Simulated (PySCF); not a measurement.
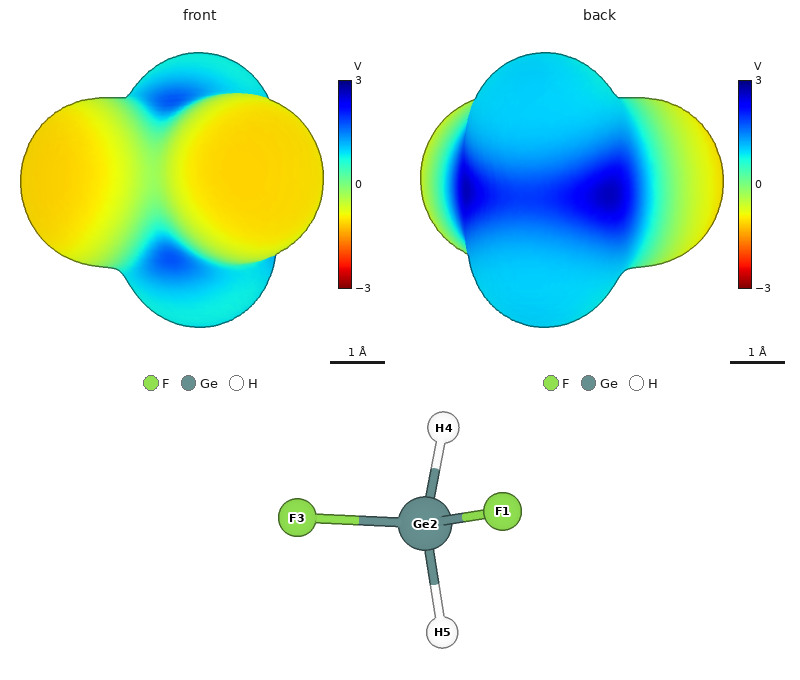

The picture shows: F$_{2}$GeH$_{2}$ (difluorogermane). The molecular electrostatic potential painted on the density surface at 0.002 e/bohr³, seen from the front and from behind; the colour scale runs from red (negative) to blue (positive). The bare structure is drawn below in the same view.

Geometry: PBE0-D3(BJ)/ma-def2-SVP.

Level of theory: DFT single point, gas phase, functional wB97X (PySCF 2.14.0, density-fitted response routines).

```yaml
atoms:
  - { symbol: F, position_ang: [-1.2614, 1.0969, -0.0268] }
  - { symbol: Ge, position_ang: [-0.0112, -0.1160, 0.0003] }
  - { symbol: F, position_ang: [1.4839, 0.7714, -0.1073] }
  - { symbol: H, position_ang: [-0.0497, -0.7871, 1.3706] }
  - { symbol: H, position_ang: [-0.1458, -0.9481, -1.2724] }
```

**Which sites attract a positive test charge, and which a negative one?**

A positive charge is drawn to the negative regions and a negative charge to the positive ones. The most negative region (about −1.1 V, or −25 kcal/mol for a unit charge) lies over F1 and F3, the most positive (about +2.6 V, or +60 kcal/mol for a unit charge) over Ge2.
